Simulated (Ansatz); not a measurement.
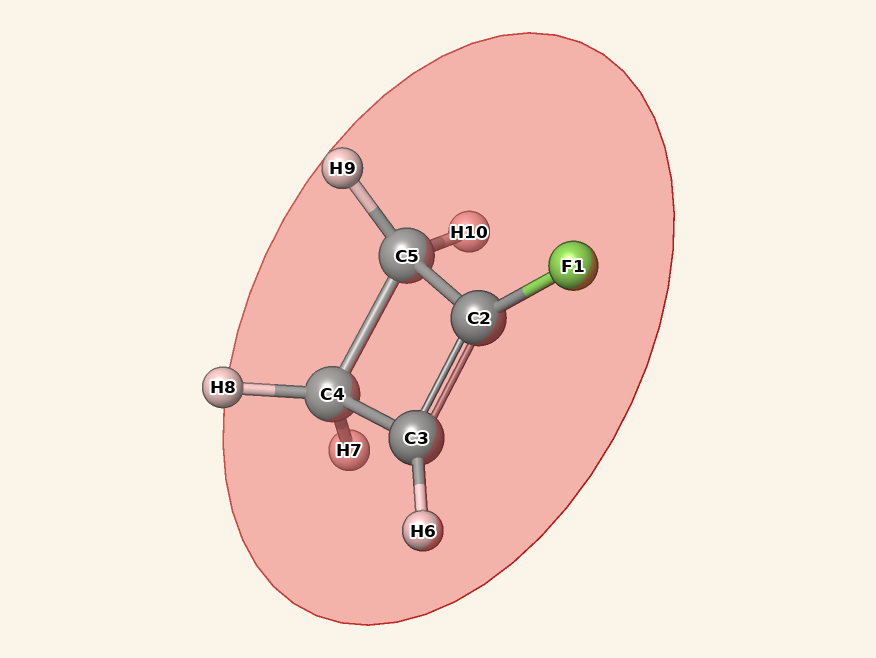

A disc through the centre of mass is drawn in. Distant atoms are faded towards the background colour. The geometry was computed by an optimisation with PBE-D4/def2-SVP. No frequency run is at hand to confirm it as a minimum.

Is the plane of the disc a mirror plane of the structure?

Answer. Yes. The reflection leaves F1, C2, C3, C4, C5, H6 in place and moves H7 ↔ H8; H9 ↔ H10. The point group is Cs.
